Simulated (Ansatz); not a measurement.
C2H4ClFTe2: several calculations on one system

### Relaxation

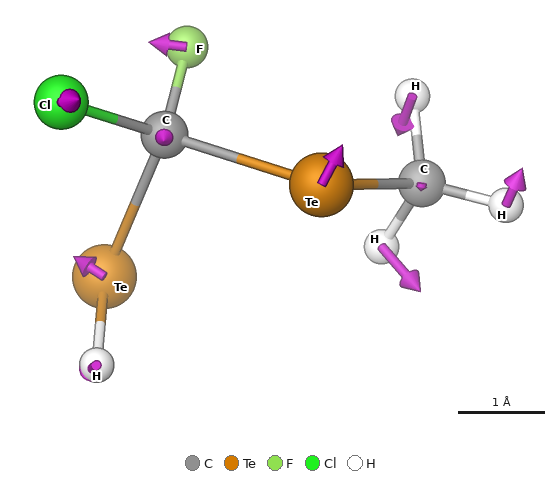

This is a relaxation of C2H4ClFTe2. The starting structure is drawn; purple arrows show the displacements, 3 times their true length. The two geometries are superimposed by the best rigid fit.

The picture is a ball-and-stick view, seen at a tilt.

The run prepares an end point of a later path (torsion) calculation, from a guessed geometry.

Level of theory: Ansatz 0.2.0, RHF/def2-SVP. Set-up: no spin polarisation; force threshold 0.015 eV/Å; at most 40 steps.

> Describe the change and its energy.

After 11 geometry steps the energy has fallen by 0.391 eV. The largest force component goes from 3 to 0.0088 eV/Å. The largest move after the best rigid fit is that of an H atom, 0.27 Å. Largest moves by element: H 0.27 Å, Te 0.18 Å, Cl 0.16 Å, F 0.15 Å, C 0.08 Å. Near-neighbour distances that change, for instance: H–Te 1.727 → 1.646 Å, C–H 1.033 → 1.089 Å, C–F 1.290 → 1.345 Å, C–Te 2.160 → 2.192 Å. Among the angles between lasting bonds that change: Te–C–Te 108.8° → 117.4°, F–C–Te 111.3° → 103.8°, Te–C–H 111.4° → 106.6°.

### Relaxation

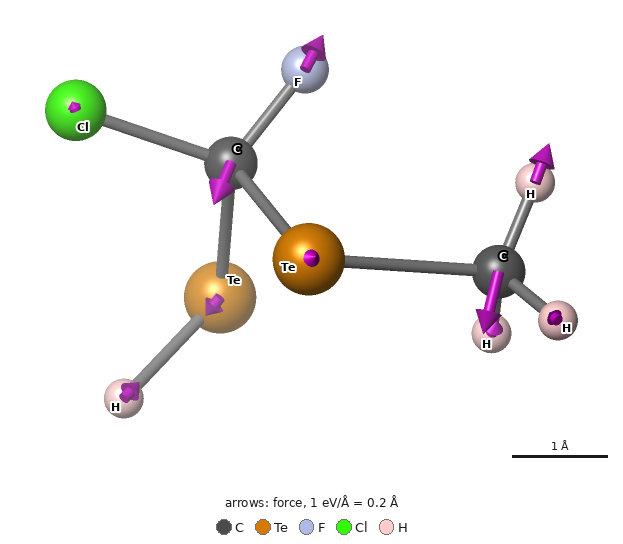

Starting geometry of C₂H₄ClFTe₂ with the computed forces as purple arrows. Style: ball-and-stick. Shown at a tilt.

The run prepares an end point of a later path (torsion) calculation, from a guessed geometry.

Computed with RHF/def2-SVP in Ansatz.

Input
```yaml
crystal:
  periodic: [false, false, false]
  atoms:
    - { symbol: C, position_ang: [0.5396, -1.798, 0.2083] }
    - { symbol: Te, position_ang: [1.1566, -0.0992, -0.9917] }
    - { symbol: C, position_ang: [1.33167, -1.26303, -2.8166] }
    - { symbol: F, position_ang: [2.03397, -2.31176, -2.54943] }
    - { symbol: Cl, position_ang: [2.1144, -0.2516, -4.04389] }
    - { symbol: Te, position_ang: [-0.64926, -1.79704, -3.49358] }
    - { symbol: H, position_ang: [-0.439, -2.1389, -0.2048] }
    - { symbol: H, position_ang: [0.3833, -1.4111, 1.24] }
    - { symbol: H, position_ang: [1.2587, -2.5402, 0.2077] }
    - { symbol: H, position_ang: [-1.12922, -0.14084, -3.59752] }
basis:
  gaussian: { orbitals: def2-SVP }
hamiltonian:
  xc: hf
relax:
  f_tol: 0.015
  max_steps: 40
```

Run as
```bash
ansatz run input.yaml --threads 2 --pin off --max-ram 3072MiB --backend cpu --events-out ev --progress --plain --runs-dir out
```

### Is this structure relaxed? If not, where do the atoms go?

It isn't relaxed: the largest force vector, on C1, is 3.43 eV/Å. The final displacements have little in common with the starting forces (cosine between the two patterns 0.23). The atom that moves furthest after the best rigid fit is H7 (0.26 Å). By element the largest moves are H 0.26 Å, Te 0.18 Å, Cl 0.14 Å, F 0.12 Å, C 0.08 Å. Near-neighbour distances that change, for instance: Te6–H10 1.727 → 1.645 Å, C3–F4 1.290 → 1.345 Å, C1–H9 1.033 → 1.086 Å, C3–Te6 2.160 → 2.192 Å. Among the angles between lasting bonds that change: Te2–C3–Te6 108.8° → 117.4°, F4–C3–Te6 111.3° → 103.8°, Te2–C1–H7 106.5° → 110.4°. Over 9 geometry steps the energy falls by 0.367 eV. The largest force component goes from 2.8 to 0.0058 eV/Å.

### Path

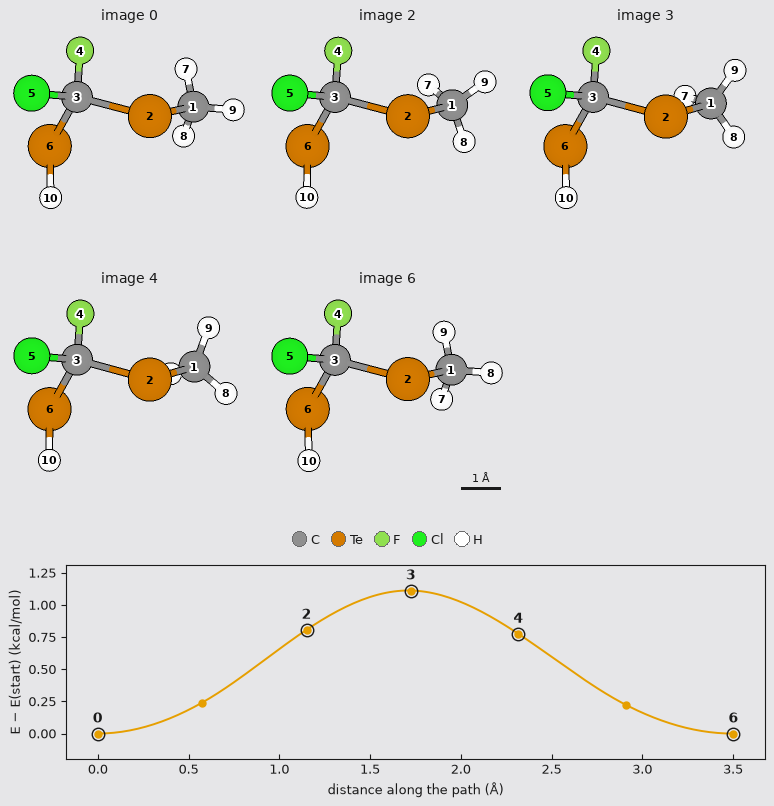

A nudged-elastic-band calculation for C2H4ClFTe2. Images are numbered from 0 (start) to 6 (end). The picture is a ball-and-stick view, seen at a tilt.

These are results of RHF/def2-SVP (Ansatz 0.2.0), not measurements. Run with 5 movable images; climbing image; force threshold 0.05 eV/Å; iteration limit 60; starting path through a guess of the saddle point.

> Describe the mechanism and the energy profile.

The motion is a rotation about the C1–Te2 bond by about 120°. No bond forms or breaks between the ends. Bond angles that change up to the highest image, for instance: Te2–C1–H9 106.6° → 109.1°. The barrier is about 1.11 kcal/mol in both directions, with image 3 at the top; the ends have the same energy. The band is converged. At the top, the vibrational analysis gives one imaginary mode (147i cm⁻¹), as a transition state must have.
